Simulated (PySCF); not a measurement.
# CuF (fluorocopper) at 6 levels

We compute a comparison of 6 runs (HF/3-21G, B2PLYP/def2-TZVPP, r2SCAN/def2-TZVPP, wB97M-V/def2-TZVPP, wB97X/def2-TZVPP, SCS-MP2/def2-TZVPP) of CuF (fluorocopper). 

Program for the calculation: PySCF 2.14.0.

2 further runs of the same task are left out: 2 set aside as unsound or not needed.

## 1. The system as given

CuF: 2 atoms, total charge 0, spin state singlet. As SMILES, `[F][Cu]`. Geometry: relaxed at PBE0-D4/def2-TZVP.

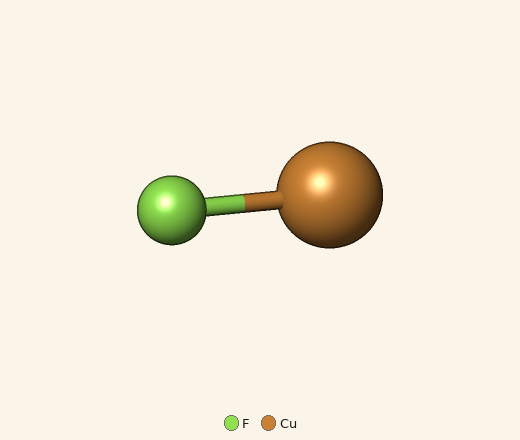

The structure, seen from a chosen angle (fluorine green, copper orange).

## 2. A single-point energy at HF/3-21G (run 1)

The input, input.py:

```python
from pyscf import gto

mol = gto.M(
    atom=[
    ('F', (0.751010, -0.268940, 0.377080)),
    ('Cu', (-0.751010, 0.268940, -0.377080)),
],
    basis='3-21g',
    verbose=3,
    max_memory=1860,
    spin=0,
)

myscf = mol.RHF()
myscf.conv_tol = 1e-10
myscf.kernel()
if not myscf.converged:
    myscf = myscf.newton().run(myscf.mo_coeff, myscf.mo_occ)

e_final = myscf.e_tot
print('Final energy', e_final)
```

Launch:

```sh
$ OMP_NUM_THREADS=1 python input.py
```

The log of the run:

```text
converged SCF energy = -1729.59815078966
Final energy -1729.5981507896624
```

Wall time 0.6 s (1 thread of Arm Neoverse V2, shared host); peak memory 0.12 GiB.

## 3. A single-point energy at B2PLYP/def2-TZVPP (run 2)

The input, calc.py:

```python
from pyscf import gto, dft, mp

system = gto.M(
    atom='''
F        0.751010      -0.268940       0.377080
Cu      -0.751010       0.268940      -0.377080
''',
    spin=0,
    max_memory=1860,
    charge=0,
    basis='def2-tzvpp',
    verbose=4,
)

calc0 = dft.RKS(system)
calc0.xc = '0.53*HF + 0.47*B88, 0.73*LYP'
calc0.conv_tol = 1e-10
calc0.grids.level = 5
calc0.kernel()
if not calc0.converged:
    calc0 = calc0.newton().run(calc0.mo_coeff, calc0.mo_occ)

pt = mp.MP2(calc0, frozen=6).run()
e_final = calc0.e_tot + 0.27 * pt.e_corr
print('PT2 part  %.8f' % (0.27 * pt.e_corr))
print(f'total energy: {e_final:.8f} hartree')
```

Launch:

```sh
$ OMP_NUM_THREADS=1 python calc.py
```

The log of the run:

```text
PySCF version 2.14.0

[INPUT] num. atoms = 2
[INPUT] num. electrons = 38
[INPUT] charge = 0
[INPUT] spin (= nelec alpha-beta = 2S) = 0
[INPUT] symmetry False subgroup None
[INPUT] Mole.unit = angstrom
[INPUT] Symbol           X                Y                Z      unit          X                Y                Z       unit  Magmom
[INPUT]  1 F      0.751010000000  -0.268940000000   0.377080000000 AA    1.419203216810  -0.508222943941   0.712577927051 Bohr   0.0
[INPUT]  2 Cu    -0.751010000000   0.268940000000  -0.377080000000 AA   -1.419203216810   0.508222943941  -0.712577927051 Bohr   0.0

nuclear repulsion = 78.265944972092
number of shells = 29
number of NR pGTOs = 157
number of NR cGTOs = 95
basis = def2-tzvpp
ecp = {}

[... 57 lines left out ...]
converged SCF energy = -1739.83266886552
[... 1 line left out ...]
******** <class 'pyscf.mp.mp2.RMP2'> ********
nocc = 13, nmo = 89
frozen orbitals 6
E(RMP2) = -1741.13904196381  E_corr = -1.30637309828766
E(SCS-RMP2) = -1741.03080449824  E_corr = -1.19813563271445
E_corr(same-spin) = -0.426360098343162
E_corr(oppo-spin) = -0.880012999944493
PT2 part  -0.35272074
total energy: -1740.18538960 hartree
```

It took 7.5 s on 1 thread of Arm Neoverse V2, shared host; peak memory 0.46 GiB.

Runs 3 to 4 aren't shown in full; the table further down has their settings and results.

## 4. The energy at wB97X/def2-TZVPP (run 5)

The input, input.py:

```python
from pyscf import gto, dft

mol = gto.M(
    atom=[
    ('F', (0.751010, -0.268940, 0.377080)),
    ('Cu', (-0.751010, 0.268940, -0.377080)),
],
    basis='def2-tzvpp',
    charge=0,
    verbose=3,
    max_memory=1860,
)

mf = dft.RKS(mol, xc='wb97x')
mf.conv_tol = 1e-10
mf.grids.level = 5
mf.kernel()
if not mf.converged:
    mf = mf.newton().run(mf.mo_coeff, mf.mo_occ)

etot = mf.e_tot
print('Final energy', etot)
```

Launch:

```sh
$ OMP_NUM_THREADS=1 python input.py
```

The log of the run:

```text
converged SCF energy = -1740.42508945795
Final energy -1740.425089457949
```

Run time: 15 s. Hardware: 1 thread of Arm Neoverse V2, shared host; peak memory 0.47 GiB.

## 5. The energy at SCS-MP2/def2-TZVPP (run 6)

The input, input.py:

```python
from pyscf import gto, scf, mp

system = gto.M(
    atom='''
F      1.419203    -0.508223     0.712578
Cu    -1.419203     0.508223    -0.712578
''',
    basis='def2-tzvpp',
    max_memory=1860,
    spin=0,
    verbose=3,
    unit='bohr',
)

myscf = scf.RHF(system)
myscf.conv_tol = 1e-10
myscf.kernel()
if not myscf.converged:
    myscf = myscf.newton().run(myscf.mo_coeff, myscf.mo_occ)

pt = mp.MP2(myscf, frozen=6).run()
e_tot = myscf.e_tot + 1.2 * pt.e_corr_os + pt.e_corr_ss / 3
print(f'total energy: {e_tot:.8f} hartree')
```

Launch:

```sh
$ OMP_NUM_THREADS=1 python input.py
```

The log of the run:

```text
converged SCF energy = -1738.41757019599
E(RMP2) = -1739.52380692246  E_corr = -1.10623672647491
E(SCS-RMP2) = -1739.43442300014  E_corr = -1.01685280414853
total energy: -1739.43442300 hartree
```

It took 2.1 s on 1 thread of Arm Neoverse V2, shared host; peak memory 0.23 GiB.

## 6. The series

```
run               level  frozen core orbitals  integration grid   energy (Eh)  dipole moment (D) of the reference  HOMO energy (eV)  LUMO energy (eV)  wall time
  1            HF/3-21G                     –                 –  -1729.598151                                4.80             -8.69              0.00      0.6 s
  2   B2PLYP/def2-TZVPP                     6                 5  -1740.185390                                5.77             -9.09             -1.91      7.5 s
  3   r2SCAN/def2-TZVPP                     –                 5  -1740.349309                                4.90             -6.01             -3.73       15 s
  4  wB97M-V/def2-TZVPP                     –                 5  -1740.294641                                5.39            -10.02             -1.26       31 s
  5    wB97X/def2-TZVPP                     –                 5  -1740.425089                                5.39            -10.14             -0.90       15 s
  6  SCS-MP2/def2-TZVPP                     6                 –  -1739.434423                                6.38            -11.91             -0.05      2.1 s
```

## 7. Results

| quantity | value |
| --- | --- |
| run 6: total energy | -1739.43442 Eh |
| run 6: dipole moment (Hartree–Fock density) | 6.38 D |
| run 6: HOMO energy (Hartree–Fock orbitals) | -11.91 eV |
| run 6: LUMO energy (Hartree–Fock orbitals) | -0.05 eV |
| run 6: HOMO–LUMO gap (Hartree–Fock orbitals) | 11.87 eV |
| run 6: correlation energy (6 core orbitals frozen) | -1016.9 mEh |

**Reading.** Over runs 1, 2, 3, 4, 5 the dipole moment (its size) runs from 4.80 D (HF/3-21G) to 5.77 D (B2PLYP/def2-TZVPP). The two ends differ in method and basis. A double hybrid's value is that of its SCF part. Over runs 1, 2, 3, 4, 5 the HOMO–LUMO gap runs from 2.28 eV (r2SCAN/def2-TZVPP) to 9.24 eV (wB97X/def2-TZVPP). Totals of different functionals can't be ranked against each other. All runs together took 71 s, the longest 31 s.
